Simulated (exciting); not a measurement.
Consider Li3ClO, space group Pm-3m.

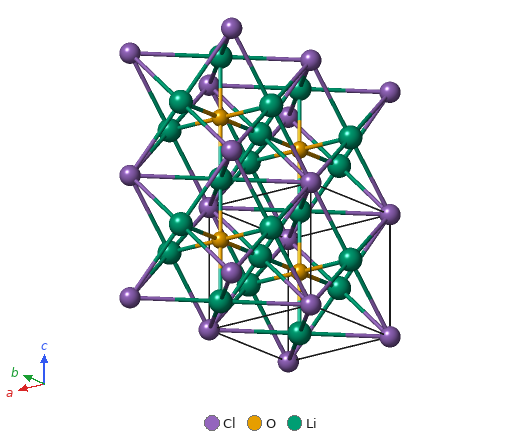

The structure (chlorine purple, oxygen orange, lithium teal). 1×2×2 cells are drawn. Some periodic images of atoms are drawn too.

```xyz
5
Lattice="3.9083 0.0000 0.0000 0.0000 3.9083 0.0000 0.0000 0.0000 3.9083" Properties=species:S:1:pos:R:3 pbc="T T T"
Cl    0.0000    0.0000    0.0000
O     1.9542    1.9542    1.9542
Li    1.9542    1.9542    0.0000
Li    1.9542    0.0000    1.9542
Li    0.0000    1.9542    1.9542
```

Absorber: atom 2, with 6 Li at 1.95 Å (octahedral, site symmetry m-3m). Method: exciting, all-electron LAPW+lo, LDA, exchange and screened direct term (singlet BSE), 4×4×4 shifted k points, 22 conduction bands, |G+q| up to 3 bohr⁻¹, full RPA screening with nempty = 46, Lorentzian half width 0.45 eV.

What does the O K spectrum look like, and is there a bound core exciton?

Bound core exciton? Yes on this mesh: the first bright state (over 5 % of the brightest) lies at -0.54 eV from the Kohn–Sham onset and at -0.84 eV from the lowest bare transition of its own mesh; weaker or dark states reach down to -0.99 eV. Maxima (height): -0.5 eV (0.95), 1.6 eV (1.00) and 9.7 eV (0.49).

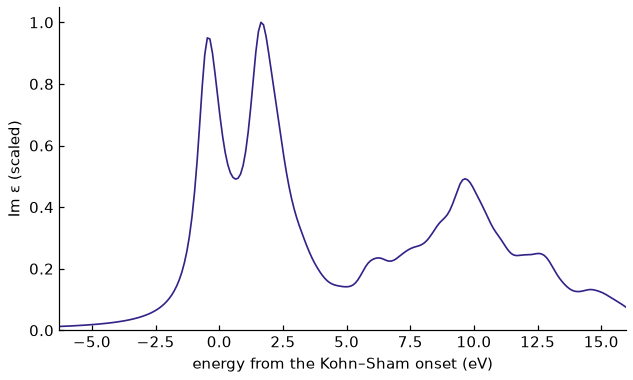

Energy from the Kohn–Sham onset, core level to the lowest empty state found on the meshes used; Im ε in relative units.

Binding energies aren't converged on 64 k points, and fine structure above the first lines is partly noise of the mesh. Exchange and the short-range direct term aren't converged in the kernel cutoff. The zero comes from the unshifted 4×4×4 ground-state mesh; it is exact only where the band minimum lies on that mesh. The Kohn–Sham onset, 503 eV, is no photon energy: the scale needs a rigid shift. No quasiparticle correction widens the gap or stretches the bands. Vibrations and energy-dependent lifetimes are left out. The structure is a Materials Project entry, computed there, and may be a hypothetical form.

[Banner, clock and machine lines of the logs are left out without a mark of their own.]

[Logs are printed without paths, hosts, clocks, repeated set-up lines and the standing remarks that a program may print on its own settings, such as how far it seeks lower states.]

[Hosts, paths, dates, database ids (printed as entryN), source tags and the programs' standing remarks are cut or masked in the printed files.]
